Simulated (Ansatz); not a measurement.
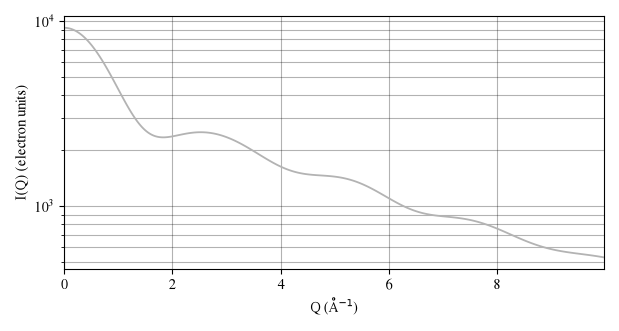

Elastic X-ray scattering of a randomly oriented, rigid molecule, calculated with the Debye equation from neutral-atom form factors (independent atoms, no Compton part, no vibration). The geometry is the end point of an optimisation (RKS PBE0-D4/def2-SVP in Ansatz); it may be a saddle point or a higher isomer. It contains N, As, Te, H.

How many electrons does the independent-atom model of the molecule hold?

I(0) is the square of the electron number: I(0) = 9210, so about 96 electrons, the count of AsH4NTe.

What radius of gyration does the initial fall-off give?

From I(Q) ≈ I(0) exp(−Q²R²/3) at small Q, R ≈ 1.61 Å. It is larger than the electron-weighted radius of the nuclear positions alone (1.50 Å), because each atom's electron cloud adds to it.
